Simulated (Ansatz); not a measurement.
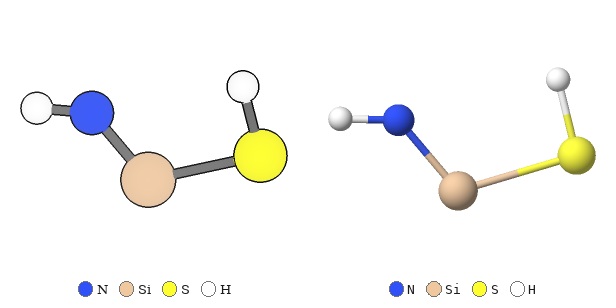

Both panels show the same species.

State: neutral, doublet. Computed geometry: PBE0-D4/def2-TZVP optimisation. No frequency run is at hand to confirm it as a minimum.

Describe the molecule.

The molecule is H2NSSi. The point group is Cs. It is an open-shell species. All atoms lie on one plane. Coordination: 1 N bent; 1 Si bent; 1 S bent.

The parts below concern this one geometry. Atoms keep their numbers from picture to picture.

### Charges

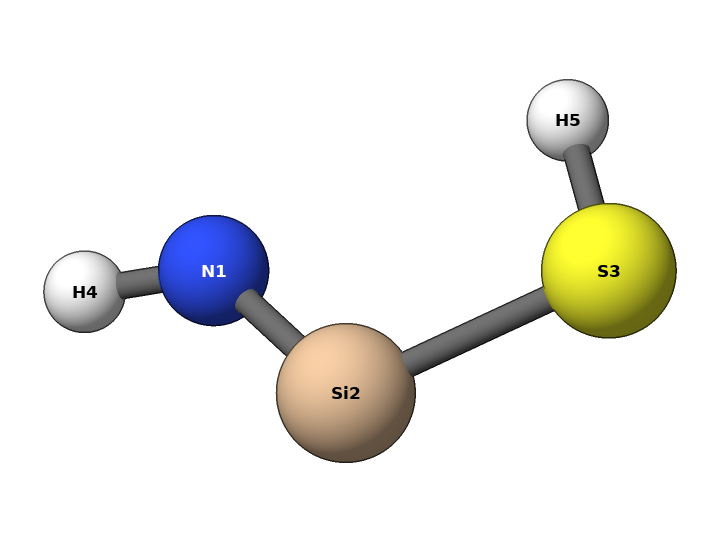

The questions are on Mulliken charges. No frequency run is at hand to confirm it as a minimum. Method: UKS PBE0-D4/def2-TZVP (Ansatz 0.2.0).

List the Mulliken charges.

| atom | value (e) |
| --- | --- |
| N1 | −0.51 |
| Si2 | 0.35 |
| S3 | −0.28 |
| H4 | 0.24 |
| H5 | 0.20 |

### Electronic properties

No frequency run is at hand to confirm it as a minimum. Properties computed with UHF-CCSD(T), frozen core/def2-TZVPP (Ansatz 0.2.0).

What does the calculation give?

- ⟨S²⟩ of the determinant: 0.826
- T1 diagnostic: 0.037

### Dipole moment

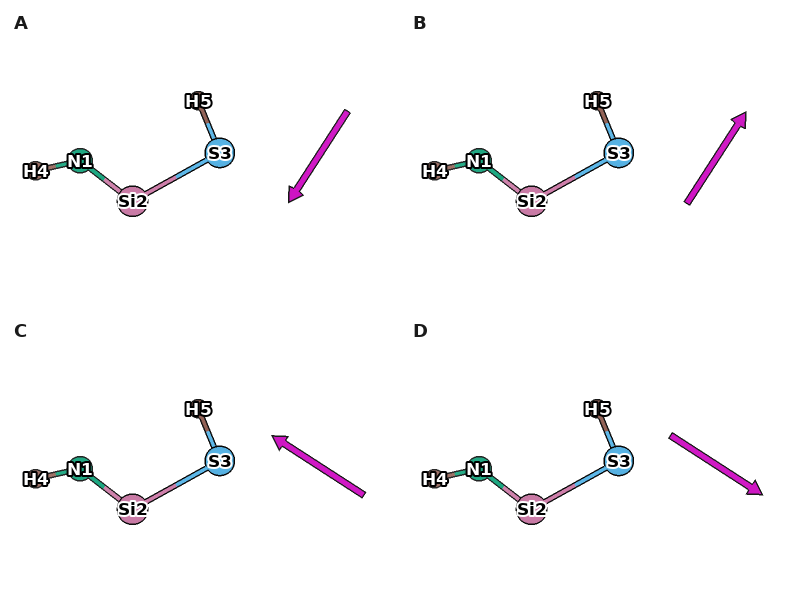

The same molecule four times, each with an arrow. No frequency run is at hand to confirm it as a minimum. Level of theory: UKS PBE0-D4/def2-TZVP (Ansatz 0.2.0).

Which arrow points along the dipole moment, from the negative to the positive end?

A. The dipole moment is 0.55 D; it points from the side of H5 to the side of H4 (the outermost atoms at the two ends).

Mulliken values depend strongly on the basis set and can even reverse the polarity of a bond.
